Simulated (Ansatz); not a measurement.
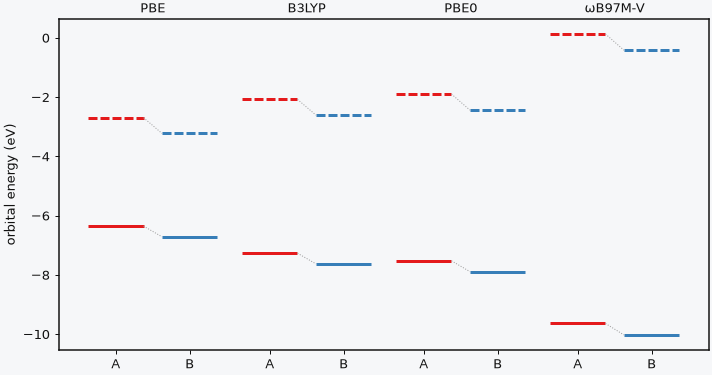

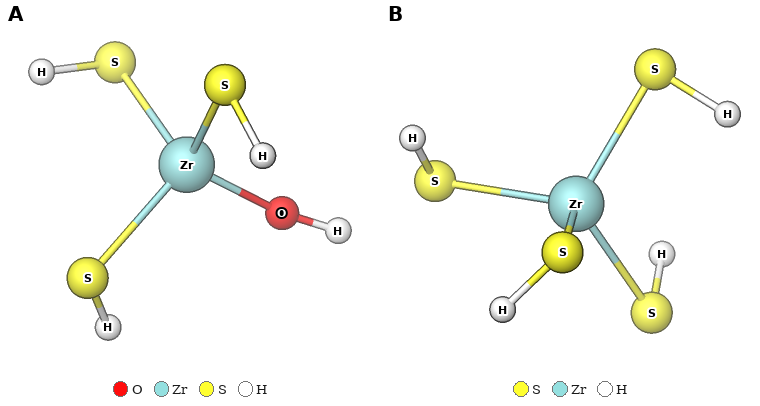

One change: A, ZrH₄S₃O (SMILES [OH][Zr]([SH])([SH])[SH]), becomes B, ZrH₄S₄ (SMILES [SH][Zr]([SH])([SH])[SH]). OH on Zr is replaced by SH. HOMO (solid) and LUMO (dashed) computed in def2-TZVPP at PBE0-D4/def2-TZVP geometries, both minima by their frequencies, gas phase, the Ansatz code 0.2.0. Empty levels above zero depend strongly on the basis.

### What does the change do to HOMO and LUMO?

PBE: the HOMO falls by 0.36 eV, the LUMO falls by 0.53 eV, and the separation goes from 3.66 to 3.49 eV. B3LYP: the HOMO falls by 0.36 eV, the LUMO falls by 0.53 eV, and the separation goes from 5.19 to 5.02 eV. PBE0: the HOMO falls by 0.37 eV, the LUMO falls by 0.54 eV, and the separation goes from 5.63 to 5.45 eV. ωB97M-V: the HOMO falls by 0.39 eV, the LUMO falls by 0.55 eV, and the separation goes from 9.77 to 9.61 eV.

### Do the functionals agree on the effect?

They agree on the direction for both levels; the HOMO shift lies between −0.39 and −0.36 eV and the LUMO shift between −0.55 and −0.53 eV, while the separations themselves differ by up to 6.1 eV between functionals.

Caveats: core potentials past krypton.
